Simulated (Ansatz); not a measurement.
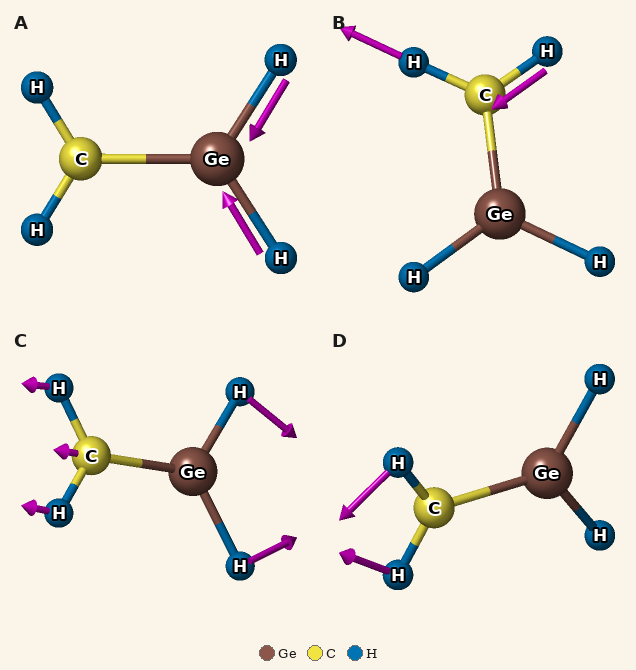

4 normal modes of one molecule or complex, as arrows. Harmonic vibrations computed with RKS PBE0-D4/def2-TZVP (Ansatz 0.2.0) at a stationary point of the same level.

Match the panels to the wavenumbers 880 cm⁻¹, 1385 cm⁻¹, 2198 cm⁻¹, 3282 cm⁻¹.

Answer. A: 2198 cm⁻¹, in-phase stretching of 2 Ge–H bonds
B: 3282 cm⁻¹, out-of-phase stretching of 2 C–H bonds
C: 880 cm⁻¹
D: 1385 cm⁻¹, angle bending
